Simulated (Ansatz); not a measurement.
# Ligand exchange: H2 + SiH(NH2)2(SiH3) → NH3 + SiH2(NH2)(SiH3)

Species: H2, singlet; SiH(NH2)2(SiH3), singlet; NH3 (ammonia) `N`, singlet; SiH2(NH2)(SiH3), singlet. The partners trade H for NH2: H–H and Si–NH2 bonds give way to H–NH2 and Si–H.

Shapes, held fixed at every level: PBE0-D4/def2-TZVP. Flexible molecules stand in one conformer, not always the lowest. Programs: Ansatz 0.2.0. Electronic energies: no zero-point or thermal term.

| level | kind | ΔE (kJ/mol) | less CCSD(T)/CBS estimate |
| --- | --- | --- | --- |
| HF/def2-SVP | Hartree–Fock | +12.9 | -26.8 |
| SPW92/def2-TZVPP | LDA | +42.5 | +2.8 |
| PBE-D4/def2-TZVPP | GGA | +37.6 | -2.1 |
| B3LYP-D4/def2-TZVPP | global hybrid | +39.7 | 0.0 |
| B2PLYP/def2-TZVPP | double hybrid | +35.8 | -3.9 |
| MP2/def2-TZVPP | perturbation theory | +43.3 | +3.6 |
| CCSD/def2-SVP | coupled cluster or CI | +19.6 | -20.1 |
| CCSD(T)/CBS estimate | coupled cluster or CI | +39.7 | 0.0 |

The highest level, CCSD(T)/CBS estimate, gives ΔE = +39.7 kJ/mol; the levels span +12.9 to +43.3. The column of differences is taken from that level and isn't an error. No measured value is set beside it here. The CBS estimate extrapolates MP2 from def2-TZVPP and def2-QZVPP and adds CCSD(T) − MP2 in the triple-zeta set, cores frozen; for H2 it overshoots the exact energy by about 1 mEh.

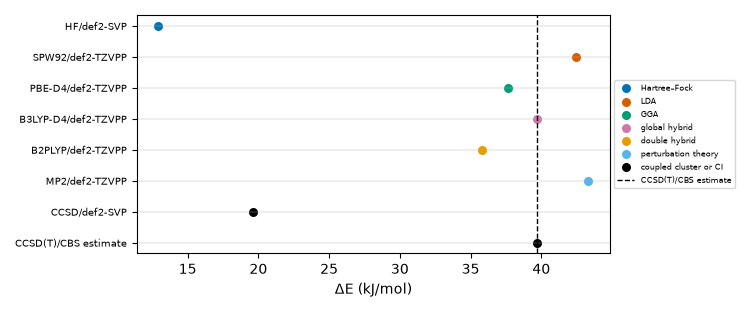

The values of the table, level by level.
